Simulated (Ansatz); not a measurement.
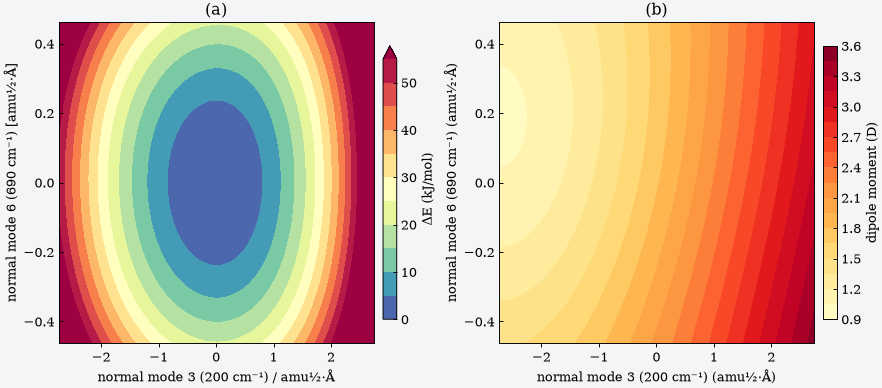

ClFGeHI, SMILES [F][GeH]([Cl])[I]. 
- Coordinates scanned: (1) normal mode 3 (200 cm⁻¹); (2) normal mode 6 (690 cm⁻¹).
- Nothing is relaxed (straight displacements along the two mass-weighted modes).
- The grid has 9 × 9 points.
- Points are written as (first, second).
- Energies: kJ/mol, counted from the relaxed molecule at the same level.
- These are results of RKS r2SCAN-D4/def2-SVP in Ansatz 0.2.0, not measurements.

Panel (a) is the energy and panel (b) the computed dipole moment on the same grid.

Drawn: filled contours, one colour for all values above the top of the scale. Between grid points the surface is interpolated.

Q: How does the dipole moment vary over the map, and what is it at the lowest grid point?

A: Leaving out the highest fifth of the energies, it runs from 1.03 D at (−2.74 amu½·Å, 0.116 amu½·Å) to 3.05 D at (2.06 amu½·Å, −0.347 amu½·Å). At the lowest grid point, (0.00 amu½·Å, 0.000 amu½·Å), it is 1.78 D.

```
normal mode 6 (690 cm⁻¹) ↓, normal mode 3 (200 cm⁻¹) →  −2.74  −2.06  −1.37  −0.69  0.00  0.69  1.37  2.06  2.74
                                                 0.463   1.10   1.15   1.27   1.46  1.70  1.99  2.30  2.63  2.98
                                                 0.347   1.05   1.10   1.23   1.44  1.69  1.99  2.31  2.66  3.01
                                                 0.232   1.03   1.08   1.22   1.43  1.70  2.01  2.34  2.69  3.06
                                                 0.116   1.03   1.08   1.23   1.45  1.73  2.04  2.39  2.75  3.12
                                                 0.000   1.07   1.12   1.27   1.50  1.78  2.10  2.44  2.81  3.18
                                                −0.116   1.14   1.19   1.34   1.57  1.85  2.17  2.52  2.88  3.26
                                                −0.232   1.24   1.29   1.44   1.66  1.93  2.25  2.60  2.97  3.34
                                                −0.347   1.36   1.41   1.54   1.76  2.03  2.34  2.69  3.05  3.43
                                                −0.463   1.48   1.53   1.66   1.86  2.13  2.44  2.77  3.14  3.51
```
